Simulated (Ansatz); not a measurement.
Partial pair distribution functions of a relaxed model of amorphous Al₂₈O₄₃Sr, broadened by 0.06 Å; density 3.12 g/cm³. These are PBE, scalar-relativistic without spin-orbit coupling (plane waves to 420 eV, PAW; Ansatz, an electronic-structure program) values and carry that method's errors.

It comes from a melt-quench run on a machine-learned potential (CHGNet), relaxed afterwards by DFT. O atoms were pushed apart under 1.9 Å during the dynamics, to hinder bonds among them. The hot cell started wider than the set density and was brought back towards it in steps. It is the lowest in DFT energy of 2 quenches. It is a model cell: composition and starting density were chosen by hand, and all elements were melted together. No dispersion term was used. Its density started from a set value of 3.19 and ended at 3.12 g/cm³. The quench (nominally 280 K/ps over its main leg) was far faster than any real one, so the model tends to hold more defects than a real film. A cell of this size samples the disorder only roughly. Volume and shape were free in the relaxation.

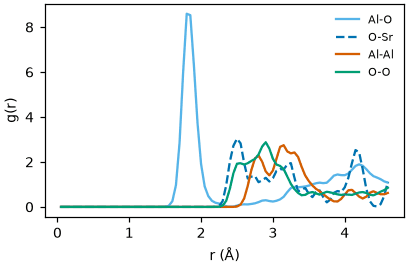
Fig. 1. Partial pair distribution functions

Highest peaks under 4.5 Å: Al-O near 1.80 Å, O-Sr near 2.50 Å, Al-Al near 3.15 Å, O-O near 2.90 Å; pairs of few atoms are noisy.

Within 2.36 Å each Al has 4.68 O neighbours on average.
